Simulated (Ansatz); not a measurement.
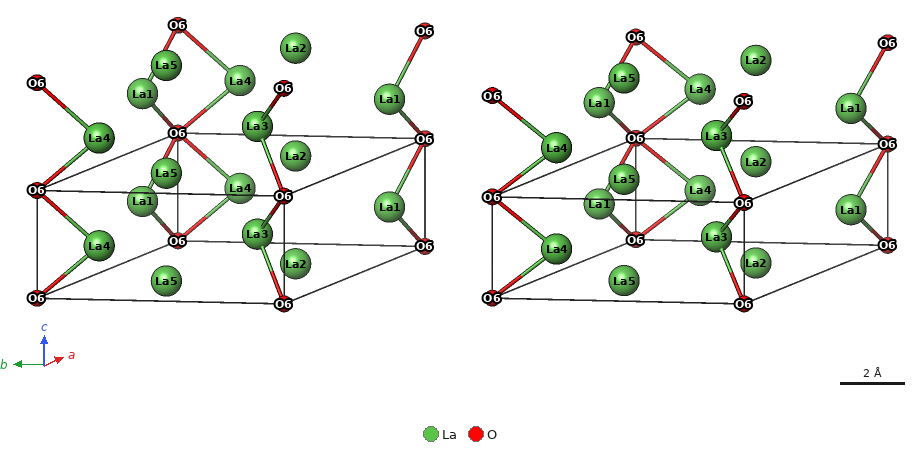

Two geometries of solid La₅O (a generated structure, set up in P-62m) (coarse preliminary run), drawn at one scale. One is the start of a relaxation, the other its converged end. Style: ball-and-stick. Shown: the cell of the calculation, repeated 1 × 1 × 2 with one cell outlined, from a free direction.

These are results of Ansatz 0.2.0, DFT PBE, scalar-relativistic, plane waves, PAW, not measurements. Set-up: plane-wave cutoff 420 eV; k-point mesh 3 × 3 × 6; occupations gaussian; smearing width 0.1 eV; no spin polarisation; cell and atoms relaxed; force threshold 0.04 eV/Å; at most 70 steps.

**Which one is relaxed?**

The left one is the relaxed one. The largest moves relative to the cell, 0.029 Å, are those of La1, La3 and La4. La3 goes along [−1 −1 0]. O stays in place. The volume changes by +2.4 %, with a = b 7.937 → 7.788 Å (−1.9 %), c 3.317 → 3.529 Å (+6.4 %). Some distances before and after: La1–La1 3.317 → 3.529 Å, La1–La3 3.509 → 3.393 Å, La1–La2 3.431 → 3.451 Å, La1–O6 2.618 → 2.637 Å. Bond angles that change, for instance: La1–O6–La1 78.6° → 84.0°, O6–La4–O6 78.6° → 84.0°, La1–O6–La3 84.2° → 80.1°. The space group stays P-62m (No. 189). After 3 accepted moves (4 points after the start) the energy has fallen by 0.216 eV per cell of the calculation. Largest force component: 0.17 eV/Å at the start, 0.0076 eV/Å at the end. The pressure goes from 1.09 to −0.11 GPa. At 1 point the geometry stayed and the basis and grid were re-selected for the new cell (energy shift of 5.2 meV per cell of the calculation at most each time).

Limits of the set-up: layers or molecules are held without a dispersion correction, so their spacing is unreliable.
